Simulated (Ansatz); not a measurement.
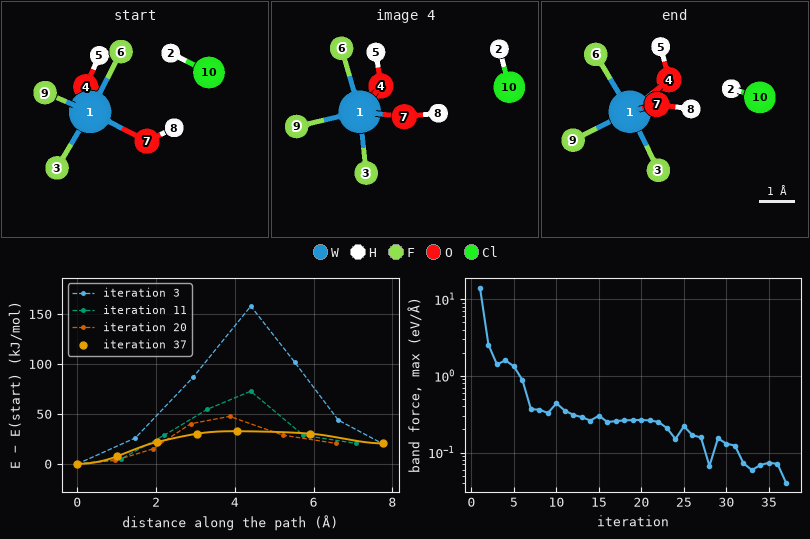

NEB run on WH₃O₂ClF₃ (multiplicity 2). Images are numbered from 0 (start) to 6 (end). The plot follows the band through its iterations. A ball-and-stick model, seen at a tilt.

All numbers below come from Ansatz 0.2.0, UKS PBE/def2-SVP. Settings: 5 movable images; climbing image; force threshold 0.05 eV/Å; iteration limit 60; starting path through a guess of the saddle point.

> How did the profile develop, and is the result final?

The run is converged, with reservations. The band converged in 37 iterations. The largest component of the band force went from 14 to 0.041 eV/Å. The climbing image converged on the top of the path. Its vibrational analysis gives no imaginary modes over 30i cm⁻¹, so it isn't confirmed as a transition state. The first iteration put the highest image at 569.5 kJ/mol. The highest point, image 4, lies 32.8 kJ/mol above the start and 12.2 kJ/mol above the end; the end is at +20.6 kJ/mol relative to the start.

Cost: 19 min on 4 threads of Arm Neoverse N1, with other jobs on the host, peak memory 0.42 GiB.
